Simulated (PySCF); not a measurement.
SMILES [BeH][SiH3] (H4BeSi) at its PBE0/def2-SVP optimised geometry (Å):

```
6

Be     0.7115    -0.1745     0.0000
H      2.0519    -0.1745     0.0000
Si    -1.4830    -0.1687     0.0003
H     -2.0519    -1.1693    -0.9626
H     -2.0418     1.1693    -0.3868
H     -2.0485    -0.4986     1.3507
```

Computed with PBE0/def2-TZVP (PySCF 2.14.0). Cells within 0.4 Å of a nucleus heavier than hydrogen are left out (blank, or x).

Map of the deformation density (molecule minus spherical neutral atoms) (e/bohr³) on the plane z = 0.0 Å:

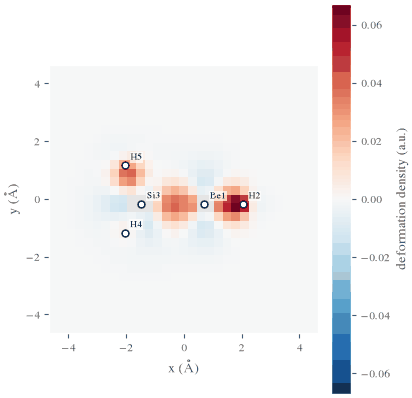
*Deformation density (molecule minus spherical neutral atoms) (e/bohr³) on the plane z = 0.0 Å.*
